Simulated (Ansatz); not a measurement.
# C₄H₁₂FNSi: what the fields show

```xyz
19

C    -2.3423    1.7096   -0.5866
C    -1.2583    0.7433   -1.0673
C    -0.1717    1.4670   -1.8649
C    -0.6294   -0.0328    0.1055
F    -3.2077   -2.3103   -0.8069
N    -1.5618   -0.8196    0.9031
Si   -2.1593   -2.3603    0.4513
H    -2.8039    2.2435   -1.4320
H    -3.1451    1.1764   -0.0547
H    -1.9206    2.4676    0.0970
H    -1.7396   -0.0040   -1.7248
H    -0.5960    1.9882   -2.7373
H     0.3376    2.2226   -1.2420
H     0.5953    0.7659   -2.2326
H     0.1417   -0.7143   -0.2947
H    -0.0956    0.6773    0.7638
H    -2.1099   -0.2723    1.5597
H    -2.9032   -2.9209    1.6061
H    -1.0267   -3.2002   -0.0111
```

Geometry: B3LYP-D3(BJ)/def2-SVP.

Level of theory: isolated molecule in a Gaussian basis; Kohn-Sham density functional theory, functional PBE0 (Ansatz).

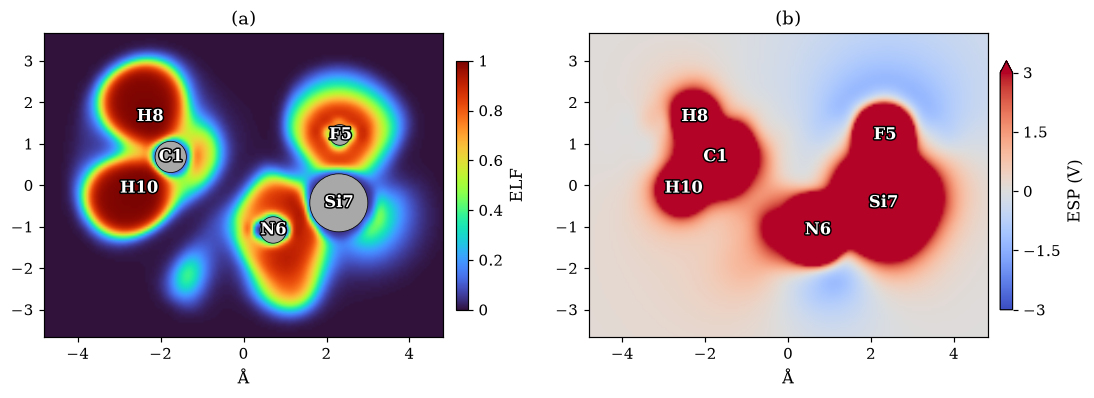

Figure 1. (a) electron localisation function; (b) molecular electrostatic potential on the plane of atoms F5, Si7 and N6. Grey discs cover the atomic cores in the ELF map.

Describe what can be read from this map.

- The plane passes through C, F, N, Si and H nuclei.
- Si–F (1.64 Å): the ELF peaks at about 0.85 in the valence shell of F, 0.6 Å from its nucleus, and is about 0.40 at the midpoint.
- Si–N (1.71 Å): the ELF peaks at about 0.90 between the atoms; a shared but strongly polarised pair.
- C–H (1.10 Å): the ELF climbs to about 1 towards the hydrogen, as it does in any bond to H: a covalent bond by its length.
- The ELF also peaks beside N6 and F5, away from the bonds: lone-pair regions.
- Outside the dense part of the molecule the potential is most negative (−1.3 V) near F5.

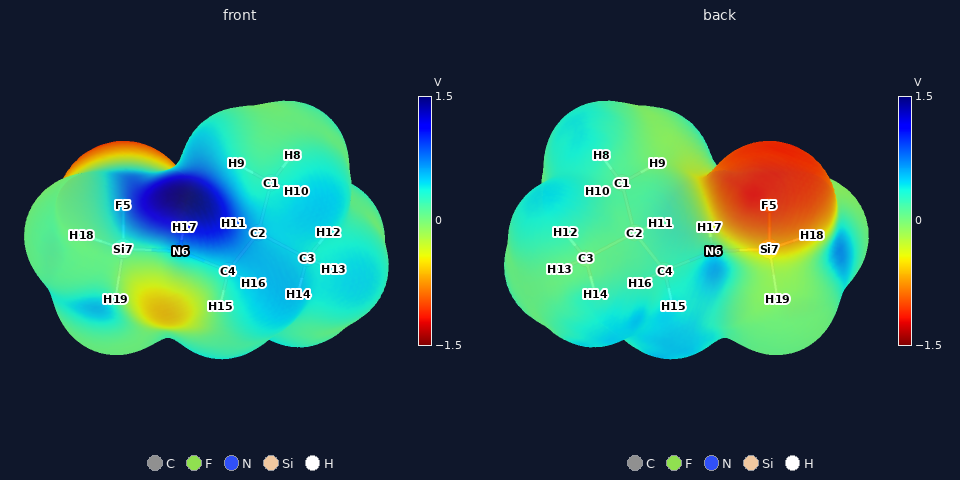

Figure 2. The electrostatic potential painted on the density surface at 0.001 e/bohr³, seen from the front and from behind; the colour scale runs from red (negative) to blue (positive).

Which sites attract a positive test charge, and which a negative one?

A positive charge is drawn to the negative regions and a negative charge to the positive ones. The most negative region (about −1.1 V, or −25 kcal/mol for a unit charge) lies over F5, the most positive (about +1.4 V, or +32 kcal/mol for a unit charge) over H17.

What dipole moment does the calculation give?

Its dipole moment is 1.89 D.

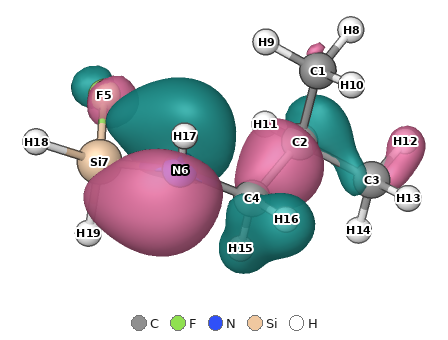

Figure 3. The HOMO at ±0.1 Å⁻³ᐟ² (teal and pink are the two phases), seen at a tilt.

What is the character of this orbital?

Its weight (Hirshfeld) is mainly on N6 (about 55 %), C4 (about 10 %) and C2 (about 10 %). Its energy is −7.30 eV.
